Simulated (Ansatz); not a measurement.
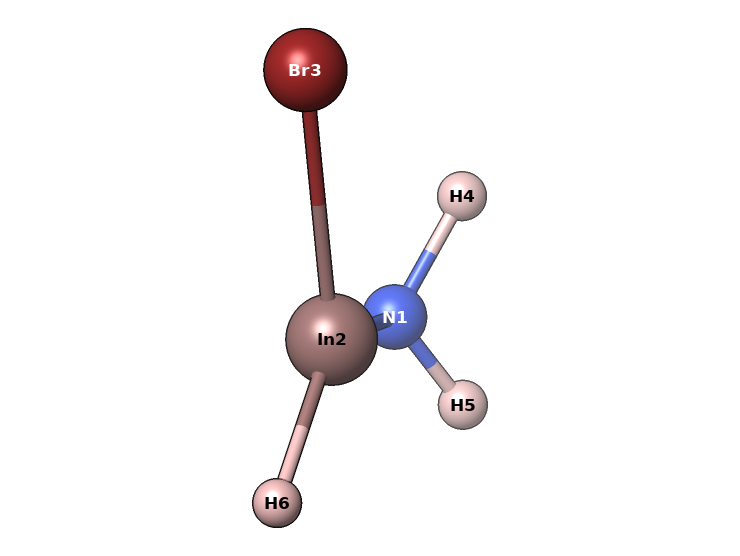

The picture comes from a calculation with Ansatz.

N1 lies behind In2. The molecule seen a little off the In2–N1 bond, In2 in front. Atoms fade into the background with distance from the viewer. Geometry: relaxed with PBE0-D4/def2-TZVP with one coordinate held away from its value at the minimum.

**What is the torsion angle Br3–In2–N1–H4? The sign is positive where the front bond must turn clockwise to cover the back bond.**

25°, synperiplanar.
